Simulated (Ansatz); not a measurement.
# H₃NS₂Si: single points with varied inputs

Aim: run H₃NS₂Si under a spread of inputs, and see what each costs and gives.

Computed with Ansatz 0.2.0, Gaussian basis. Level: the settings change from run to run.

## (1) The molecule

An earlier PBE0-D4 in a triple-zeta def2 set relaxation fixed the geometry.

SMILES `N[SiH]1SS1`, 7 atoms, charge 0, spin multiplicity 1.

Atoms are counted from 1 here; the program's logs count them from 0.

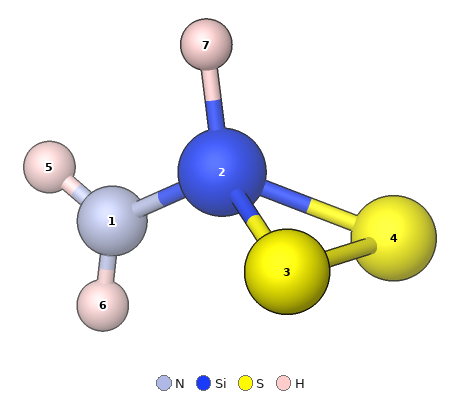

The structure; nitrogen light blue, silicon blue, sulfur yellow, hydrogen pink; atoms are numbered from 1 in the order of the file.

## (2) CAM-B3LYP/def2-TZVPP

Set apart from the defaults: density fitting with def2-universal-jkfit, finite nuclei, D3(BJ) with three-body dispersion, relativity set to scalar.

File in.yaml:

```yaml
crystal:
  periodic: [false, false, false]
  atoms:
    - {symbol: N, position_ang: [-0.795824, 0.856440, -0.239505]}
    - {symbol: Si, position_ang: [0.511309, -0.187826, -0.047383]}
    - {symbol: S, position_ang: [0.789086, -1.309123, 1.701399]}
    - {symbol: S, position_ang: [0.296139, -2.268268, -0.178829]}
    - {symbol: H, position_ang: [-0.707830, 1.740832, -0.708623]}
    - {symbol: H, position_ang: [-1.722010, 0.664141, 0.101149]}
    - {symbol: H, position_ang: [1.690329, 0.435903, -0.674009]}
basis:
  gaussian: {orbitals: def2-TZVPP, fitting: {mean_field: def2-universal-jkfit}, nuclear_model: gaussian}
hamiltonian: {xc: {name: CAM-B3LYP}, dispersion: d3bjatm, pseudopotentials: {relativity: scalar}}
output: {forces: true}
```

On the command line:

```
$ ansatz run in.yaml --threads 2 --pin off --events-out ev --progress --plain --max-ram 4352MiB
```

Output, shortened:

```text
Functional definition: CAM-B3LYP
  name "CAM-B3LYP"
  cite "Yanai, Tew & Handy, Chem. Phys. Lett. 393, 51 (2004) doi:10.1016/j.cplett.2004.06.011"
  cite "Iikura, Tsuneda, Yanai & Hirao, J. Chem. Phys. 115, 3540 (2001) doi:10.1063/1.1383587"
  cite "Becke, Phys. Rev. A 38, 3098 (1988) doi:10.1103/PhysRevA.38.3098"
  cite "Lee, Yang & Parr, Phys. Rev. B 37, 785 (1988) doi:10.1103/PhysRevB.37.785"
  cite "Vosko, Wilk & Nusair, Can. J. Phys. 58, 1200 (1980) doi:10.1139/p80-159"
[...]
  # Exact exchange under (alpha + beta erf(omega r))/r, Becke's under what is left of 1/r.
[...]
515 factors; integrals over basis functions are off by at most 1.3e0 eV
515 factors; integrals over basis functions are off by at most 5.6e-6 eV
[...]
mean field -31158.90076622 eV, -1145.0684828972 hartree, gradient 7.2e-5 eV, S^2 0.000000; 0 other end points of the search recorded, 0 dependent functions left out
[...]
reference -31158.90088345 eV, -1145.0684872050 hartree; 28, 28 occupied and 171, 171 virtual orbitals, 515 factors
Total energy: -31159.08448626 eV, -1145.0752344839 hartree
Relativity: scalar
Atom 0 at    -0.795824     0.856440    -0.239505 Å, force     0.081729    -0.064507     0.012920 eV/Å
Atom 1 at     0.511309    -0.187826    -0.047383 Å, force     0.073225     0.019938    -0.030648 eV/Å
Atom 2 at     0.789086    -1.309123     1.701399 Å, force     0.014143     0.101171     0.038136 eV/Å
Atom 3 at     0.296139    -2.268268    -0.178829 Å, force    -0.022631     0.028710    -0.102162 eV/Å
Atom 4 at    -0.707830     1.740832    -0.708623 Å, force    -0.020294    -0.027496     0.018991 eV/Å
Atom 5 at    -1.722010     0.664141     0.101149 Å, force     0.024153     0.019739    -0.016610 eV/Å
Atom 6 at     1.690329     0.435903    -0.674009 Å, force    -0.150325    -0.077555     0.079372 eV/Å
Dipole moment:    -0.251806     0.635992    -0.257071 e Å
```

It took 3.7 s on 2 threads of Arm Neoverse V2, shared host; peak memory 0.43 GiB.

Largest force 0.187 eV/Å, dipole 3.51 D.

## (3) wB97X-V/cc-pVTZ-DK

Set apart from the defaults: multiplicity 3, a point charge of -1.00 e beside it, the search for lower states set to full.

in.yaml: that of step 2 with these lines changed.

```diff
@@ -11,4 +11,5 @@
 basis:
-  gaussian: {orbitals: def2-TZVPP, fitting: {mean_field: def2-universal-jkfit}, nuclear_model: gaussian}
-hamiltonian: {xc: {name: CAM-B3LYP}, dispersion: d3bjatm, pseudopotentials: {relativity: scalar}}
-output: {forces: true}
+  gaussian: {orbitals: cc-pVTZ-DK, point_charges: [{charge: -1.00, position_ang: [6.354, 0.408, -0.187]}]}
+magnetization: {spin_polarized: true, initial_magnetization: 2}
+hamiltonian: {xc: {name: wB97X-V}}
+scf: {lower_state_search: full}
```

Launched as before.

Output, shortened:

```text
Functional definition: wB97X-V
  name "wB97X-V"
  cite "Mardirossian & Head-Gordon, Phys. Chem. Chem. Phys. 16, 9904 (2014) doi:10.1039/C3CP54374A"
  cite "Becke, J. Chem. Phys. 107, 8554 (1997) doi:10.1063/1.475007"
  cite "Vydrov & Van Voorhis, J. Chem. Phys. 133, 244103 (2010) doi:10.1063/1.3521275"
[...]
      + integral(e_c_pw_opposite_spin*poly(b97_u_opposite, cos0, cos1)) + vv10(b, c)
1215 factors; their error is unknown
229 factors; integrals over basis functions are off by at most 9.3e-6 eV
[...]
mean field -31160.08806530 eV, -1145.1121153336 hartree, gradient 4.7e-5 eV, S^2 2.015742; 8 other end points of the search recorded, 0 dependent functions left out
reference -31160.08806389 eV, -1145.1121152818 hartree; 29, 27 occupied and 145, 147 virtual orbitals, 1215 factors
Total energy: -31160.08806389 eV, -1145.1121152818 hartree
Relativity: scalar
```

Run time: 84 s. Hardware: 2 threads of Arm Neoverse V2, shared host; peak memory 0.87 GiB.

⟨S²⟩ 2.016.

## (4) B2GP-PLYP/def2-SVPD

This run has density fitting with def2-universal-jkfit.

in.yaml: that of step 3 with these lines changed.

```diff
@@ -11,5 +11,3 @@
 basis:
-  gaussian: {orbitals: cc-pVTZ-DK, point_charges: [{charge: -1.00, position_ang: [6.354, 0.408, -0.187]}]}
-magnetization: {spin_polarized: true, initial_magnetization: 2}
-hamiltonian: {xc: {name: wB97X-V}}
-scf: {lower_state_search: full}
+  gaussian: {orbitals: def2-SVPD, fitting: {mean_field: def2-universal-jkfit}}
+hamiltonian: {xc: {name: B2GP-PLYP}}
```

Same command.

Output, shortened:

```text
Functional definition: B2GP-PLYP
  name "B2GP-PLYP"
  cite "Karton, Tarnopolsky, Lamère, Schatz & Martin, J. Phys. Chem. A 112, 12868 (2008) doi:10.1021/jp801805p"
  cite "Becke, Phys. Rev. A 38, 3098 (1988) doi:10.1103/PhysRevA.38.3098"
  cite "Lee, Yang & Parr, Phys. Rev. B 37, 785 (1988) doi:10.1103/PhysRevB.37.785"
[...]
515 factors; integrals over basis functions are off by at most 3.3e-1 eV
[...]
mean field -31056.09820948 eV, -1141.2905586190 hartree, gradient 3.3e-6 eV, S^2 0.000000; 0 other end points of the search recorded, 0 dependent functions left out
16 core orbitals not correlated: weight in the atoms' cores, before any rotation towards them, 1.000 or more for the frozen orbitals, at most 0.000 for the correlated occupied ones
reference -31056.09833094 eV, -1141.2905630827 hartree; 12, 12 occupied and 94, 94 virtual orbitals, 515 factors
second order -17.48417136 eV of doubles, -0.00000000 eV of singles
Total energy: -31062.39263263 eV, -1141.5218744033 hartree
```

Run time: 2.5 s. Hardware: 2 threads of Arm Neoverse V2, shared host.

## (5) PBE-QIDH/def2-SVP

Options: the search for lower states set to off.

in.yaml: that of step 4 with these lines changed.

```diff
@@ -11,3 +11,4 @@
 basis:
-  gaussian: {orbitals: def2-SVPD, fitting: {mean_field: def2-universal-jkfit}}
-hamiltonian: {xc: {name: B2GP-PLYP}}
+  gaussian: {orbitals: def2-SVP}
+hamiltonian: {xc: {name: PBE-QIDH}}
+scf: {lower_state_search: off}
```

Launched as before.

Output, shortened:

```text
Functional definition: PBE-QIDH
  name "PBE-QIDH"
  cite "Brémond, Sancho-García, Pérez-Jiménez & Adamo, J. Chem. Phys. 141, 031101 (2014) doi:10.1063/1.4890314"
  cite "Perdew, Burke & Ernzerhof, Phys. Rev. Lett. 77, 3865 (1996) doi:10.1103/PhysRevLett.77.3865"
[...]
782 factors; integrals over basis functions are off by at most 1.1e-3 eV
[...]
mean field -31051.70144279 eV, -1141.1289804234 hartree, gradient 1.5e-6 eV, S^2 0.000000; 0 other end points of the search recorded, 0 dependent functions left out
16 core orbitals not correlated: weight in the atoms' cores, before any rotation towards them, 1.000 or more for the frozen orbitals, at most 0.000 for the correlated occupied ones
reference -31051.70145076 eV, -1141.1289807162 hartree; 12, 12 occupied and 55, 55 virtual orbitals, 782 factors
second order -15.91001302 eV of doubles, -0.00000000 eV of singles
Total energy: -31057.00478843 eV, -1141.3238747809 hartree
Checks for a lower state left out: stability, starts, cluster_reference, orbital_swaps, neighbouring_geometries, increment
```

Wall time 0.9 s (2 threads of Arm Neoverse V2, shared host).

## (6) B97/6-31++G**

Set apart from the defaults: charge -1, multiplicity 2, atoms shaken by 0.15 Å.

File in.yaml:

```yaml
crystal:
  periodic: [false, false, false]
  atoms:
    - {symbol: N, position_ang: [-0.814746, 0.720079, -0.367047]}
    - {symbol: Si, position_ang: [0.448622, -0.376885, -0.282062]}
    - {symbol: S, position_ang: [1.009527, -1.573279, 1.620470]}
    - {symbol: S, position_ang: [0.307518, -2.404917, -0.013693]}
    - {symbol: H, position_ang: [-0.441084, 1.902043, -0.652297]}
    - {symbol: H, position_ang: [-1.962410, 0.575230, 0.194335]}
    - {symbol: H, position_ang: [1.434566, 0.753697, -0.821249]}
basis:
  gaussian: {orbitals: "6-31++G**"}
total_charge: -1
magnetization: {spin_polarized: true, initial_magnetization: 1}
hamiltonian: {xc: {name: B97}}
```

The command is unchanged.

Output, shortened:

```text
Functional definition: B97
  name "B97"
  cite "Becke, J. Chem. Phys. 107, 8554 (1997) doi:10.1063/1.475007"
[...]
      + integral(e_c_pw_opposite_spin*poly(b97_u_opposite, cos0, cos1, cos2))
924 factors; integrals over basis functions are off by at most 1.0e-3 eV
[...]
mean field -31079.93055380 eV, -1142.1663811187 hartree, gradient 9.2e-6 eV, S^2 0.751312; 10 other end points of the search recorded, 0 dependent functions left out
reference -31079.93060000 eV, -1142.1663828162 hartree; 29, 28 occupied and 77, 78 virtual orbitals, 924 factors
Total energy: -31079.93060000 eV, -1142.1663828162 hartree
```

Wall time 34 s (2 threads of Arm Neoverse V2, shared host); peak memory 0.51 GiB.

⟨S²⟩ 0.751.

## (7) SVWN5/cc-pVDZ

This run has multiplicity 3, high accuracy.

File in.yaml:

```yaml
crystal:
  periodic: [false, false, false]
  atoms:
    - {symbol: N, position_ang: [-0.795824, 0.856440, -0.239505]}
    - {symbol: Si, position_ang: [0.511309, -0.187826, -0.047383]}
    - {symbol: S, position_ang: [0.789086, -1.309123, 1.701399]}
    - {symbol: S, position_ang: [0.296139, -2.268268, -0.178829]}
    - {symbol: H, position_ang: [-0.707830, 1.740832, -0.708623]}
    - {symbol: H, position_ang: [-1.722010, 0.664141, 0.101149]}
    - {symbol: H, position_ang: [1.690329, 0.435903, -0.674009]}
basis:
  gaussian: {orbitals: cc-pVDZ}
magnetization: {spin_polarized: true, initial_magnetization: 2}
hamiltonian: {xc: {name: SVWN5}}
accuracy: high
output: {forces: true}
```

Launched as before.

Output, shortened:

```text
Functional definition: SVWN5
  name "SVWN5"
  cite "Dirac, Proc. Camb. Phil. Soc. 26, 376 (1930) doi:10.1017/S0305004100016108"
  cite "Slater, Phys. Rev. 81, 385 (1951) doi:10.1103/PhysRev.81.385"
  cite "Vosko, Wilk & Nusair, Can. J. Phys. 58, 1200 (1980) doi:10.1139/p80-159"
[...]
1918 factors; integrals over basis functions are off by at most 3.7e-9 eV
[...]
mean field -30968.31972926 eV, -1138.0647589692 hartree, gradient 1.2e-8 eV, S^2 2.003386; 1 other end points of the search recorded, 0 dependent functions left out
[...]
reference -30968.31973218 eV, -1138.0647590764 hartree; 29, 27 occupied and 54, 56 virtual orbitals, 1918 factors
Total energy: -30968.31973218 eV, -1138.0647590764 hartree
Atom 0 at    -0.795824     0.856440    -0.239505 Å, force     0.090971    -0.198344     0.072654 eV/Å
Atom 1 at     0.511309    -0.187826    -0.047383 Å, force     0.296801    -0.114543    -0.019260 eV/Å
Atom 2 at     0.789086    -1.309123     1.701399 Å, force     1.163831     2.117977     4.729139 eV/Å
Atom 3 at     0.296139    -2.268268    -0.178829 Å, force    -1.248366    -2.576957    -4.472900 eV/Å
Atom 4 at    -0.707830     1.740832    -0.708623 Å, force     0.097701     0.726830    -0.391935 eV/Å
Atom 5 at    -1.722010     0.664141     0.101149 Å, force    -0.772983    -0.169976     0.289132 eV/Å
Atom 6 at     1.690329     0.435903    -0.674009 Å, force     0.372044     0.215013    -0.206830 eV/Å
Dipole moment:    -0.291508     0.664771    -0.261359 e Å
```

Run time: 4.5 s. Hardware: 2 threads of Arm Neoverse V2, shared host; peak memory 0.25 GiB.

Largest force 5.311 eV/Å, dipole 3.71 D, ⟨S²⟩ 2.003.

## (8) RPA/def2-TZVPD

Set apart from the defaults: unrestricted orbitals, atoms shaken by 0.08 Å, a grid of angular degree 23.

File in.yaml:

```yaml
crystal:
  periodic: [false, false, false]
  atoms:
    - {symbol: N, position_ang: [-0.784323, 0.785035, -0.257244]}
    - {symbol: Si, position_ang: [0.435603, -0.242471, -0.059139]}
    - {symbol: S, position_ang: [0.879216, -1.334336, 1.848238]}
    - {symbol: S, position_ang: [0.515827, -2.243405, -0.260414]}
    - {symbol: H, position_ang: [-0.701410, 1.672822, -0.669897]}
    - {symbol: H, position_ang: [-1.734230, 0.649437, 0.032395]}
    - {symbol: H, position_ang: [1.679217, 0.326486, -0.747778]}
basis:
  gaussian: {orbitals: def2-TZVPD, final_grid: {core_spheres: 8, valence_spheres: 7, degree: 23}}
magnetization: {spin_polarized: true, initial_magnetization: 0}
hamiltonian: {xc: {name: HSE06}}
correlation: {method: rpa}
```

Launched as before.

Output, shortened:

```text
Functional definition: HSE06
  name "HSE06"
  cite "Heyd, Scuseria & Ernzerhof, J. Chem. Phys. 118, 8207 (2003) doi:10.1063/1.1564060"
  cite "Krukau, Vydrov, Izmaylov & Scuseria, J. Chem. Phys. 125, 224106 (2006) doi:10.1063/1.2404663"
  cite "Heyd & Scuseria, J. Chem. Phys. 120, 7274 (2004) doi:10.1063/1.1668634"
  cite "Ernzerhof & Perdew, J. Chem. Phys. 109, 3313 (1998) doi:10.1063/1.476928"
  cite "Perdew, Burke & Ernzerhof, Phys. Rev. Lett. 77, 3865 (1996) doi:10.1103/PhysRevLett.77.3865"
  parent pbe
[...]
  # The whole range is PBE's own exchange, as in plane waves. The composition of these papers is wPBEh.
[...]
1282 factors; integrals over basis functions are off by at most 1.1e-3 eV
130 factors; integrals over basis functions are off by at most 8.3e-6 eV
[...]
mean field -31077.05790161 eV, -1142.0608130977 hartree, gradient 4.7e-6 eV, S^2 0.000000; 2 other end points of the search recorded, 0 dependent functions left out
16 core orbitals not correlated: weight in the atoms' cores, before any rotation towards them, 1.000 or more for the frozen orbitals, at most 0.000 for the correlated occupied ones
reference -31028.31174634 eV, -1140.2694249330 hartree; 12, 12 occupied and 171, 171 virtual orbitals, 1282 factors
Total energy: -31055.93738045 eV, -1141.2846482612 hartree
```

Run time: 13 s. Hardware: 2 threads of Arm Neoverse V2, shared host; peak memory 0.81 GiB.

⟨S²⟩ 0.000.

## (9) PBE0/aug-cc-pVDZ

This run has atoms shaken by 0.08 Å, density fitting with cc-pVTZ-jkfit.

File in.yaml:

```yaml
crystal:
  periodic: [false, false, false]
  atoms:
    - {symbol: N, position_ang: [-0.857910, 0.862968, -0.219387]}
    - {symbol: Si, position_ang: [0.476449, -0.141492, -0.003301]}
    - {symbol: S, position_ang: [0.797329, -1.283373, 1.617718]}
    - {symbol: S, position_ang: [0.334888, -2.337016, -0.111828]}
    - {symbol: H, position_ang: [-0.694505, 1.784020, -0.639921]}
    - {symbol: H, position_ang: [-1.746527, 0.781767, 0.170133]}
    - {symbol: H, position_ang: [1.811954, 0.416232, -0.636011]}
basis:
  gaussian: {orbitals: aug-cc-pVDZ, fitting: {mean_field: cc-pVTZ-jkfit}}
hamiltonian: {xc: {name: PBE0}}
output: {forces: true}
```

The command is unchanged.

Output, shortened:

```text
Functional definition: PBE0
  name "PBE0"
  cite "Adamo & Barone, J. Chem. Phys. 110, 6158 (1999) doi:10.1063/1.478522"
  cite "Perdew, Burke & Ernzerhof, Phys. Rev. Lett. 77, 3865 (1996) doi:10.1103/PhysRevLett.77.3865"
  parent pbe
[...]
532 factors; integrals over basis functions are off by at most 3.0e-1 eV
[...]
mean field -31076.36478678 eV, -1142.0353415974 hartree, gradient 8.4e-5 eV, S^2 0.000000; 0 other end points of the search recorded, 0 dependent functions left out
[...]
reference -31076.36483836 eV, -1142.0353434932 hartree; 28, 28 occupied and 103, 103 virtual orbitals, 532 factors
Total energy: -31076.36483836 eV, -1142.0353434932 hartree
Atom 0 at    -0.857910     0.862968    -0.219387 Å, force     1.405343     1.639076    -1.319593 eV/Å
Atom 1 at     0.476449    -0.141492    -0.003301 Å, force     1.634305    -0.015777    -1.983912 eV/Å
Atom 2 at     0.797329    -1.283373     1.617718 Å, force     0.644406    -0.328606     3.500323 eV/Å
Atom 3 at     0.334888    -2.337016    -0.111828 Å, force    -0.403918    -0.031229    -1.617700 eV/Å
Atom 4 at    -0.694505     1.784020    -0.639921 Å, force    -0.168567    -0.592494     0.201910 eV/Å
Atom 5 at    -1.746527     0.781767     0.170133 Å, force    -1.634761    -0.392158     0.832258 eV/Å
Atom 6 at     1.811954     0.416232    -0.636011 Å, force    -1.476808    -0.278812     0.386714 eV/Å
Dipole moment:    -0.259035     0.740908    -0.166913 e Å
```

Wall time 2.1 s (2 threads of Arm Neoverse V2, shared host).

Largest force 3.574 eV/Å, dipole 3.85 D.

## (10) The runs in one table

| level | charge | multiplicity | geometry | functions | energy (eV) | time |
| --- | --- | --- | --- | --- | --- | --- |
| CAM-B3LYP/def2-TZVPP | 0 | 1 | relaxed | 199 | -31159.084 | 3.7 s |
| wB97X-V/cc-pVTZ-DK | 0 | 3 | relaxed, point charge | 174 | -31160.088 | 84 s |
| B2GP-PLYP/def2-SVPD | 0 | 1 | relaxed | 122 | -31062.393 | 2.5 s |
| PBE-QIDH/def2-SVP | 0 | 1 | relaxed | 83 | -31057.005 | 0.9 s |
| B97/6-31++G** | -1 | 2 | shaken | 106 | -31079.931 | 34 s |
| SVWN5/cc-pVDZ | 0 | 3 | relaxed | 83 | -30968.320 | 4.5 s |
| RPA/def2-TZVPD | 0 | 1 | shaken | 199 | -31055.937 | 13 s |
| PBE0/aug-cc-pVDZ | 0 | 1 | shaken | 131 | -31076.365 | 2.1 s |

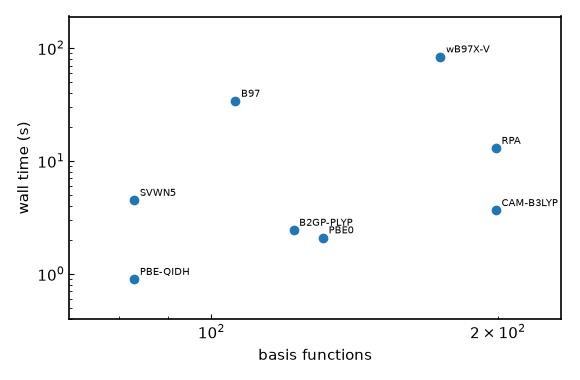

Wall time against the number of basis functions (shared host).

## (11) What came out

| quantity | value |
| --- | --- |
| runs | 8 |
| quickest | PBE-QIDH/def2-SVP, 0.9 s |
| slowest | wB97X-V/cc-pVTZ-DK, 84 s |
| spread of total energies, same state and geometry | 102.1 eV |

**Reading.** wB97X-V/cc-pVTZ-DK took 93 times as long as PBE-QIDH/def2-SVP. The jobs differ in tasks and options as well as level. Total energies at one charge and spin differ by 102 eV between levels, so only differences within one level mean anything. Some of these runs are scalar-relativistic and others not, which shifts the totals of all-electron atoms past neon by eV; core potentials, where a basis has them, take the core out of the total altogether. At the PBE0-D4/def2-TZVP geometry and in the same state, runs without warnings or point charges leave forces up to 0.19 eV/Å (CAM-B3LYP/def2-TZVPP), against 3.6 eV/Å where the atoms were moved.
